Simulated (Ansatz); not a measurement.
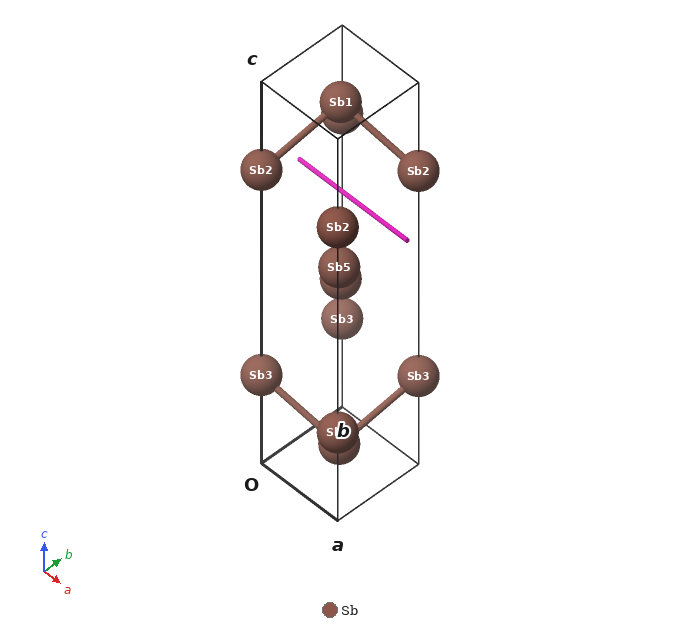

For Sb, the input geometry of an electronic-structure calculation (not necessarily at equilibrium): the coloured rod is the axis of a symmetry operation of the crystal. All values are computed from the atomic coordinates in the standard setting (tolerance 0.002 Å).

a = 4.341 Å, b = 4.341 Å, c = 11.613 Å, α = 90.00°, β = 90.00°, γ = 120.00°.

```tsv
atom	x	y	z
Sb1	0.3333	0.6667	0.8980
Sb2	0.0000	0.0000	0.7687
Sb3	0.0000	0.0000	0.2313
Sb4	0.6667	0.3333	0.1020
Sb5	0.6667	0.3333	0.5646
Sb6	0.3333	0.6667	0.4354
```

Take the operation x, y, z → x−y+2/3, −y+4/3, −z+4/3.

Q: What kind of operation is it, and where does it lie?

A: It is a 2-fold rotation, about the line along [1 0 0] through (1/2, 2/3, 2/3).

Q: Onto which atom does it carry each atom (up to whole multiples of a, b and c)?

A: Sb1 → Sb6, Sb2 → Sb5, Sb3 → Sb4, Sb4 → Sb3, Sb5 → Sb2, Sb6 → Sb1.

Q: What is the crystal's space group?

A: No. 166, R-3m, hexagonal axes.
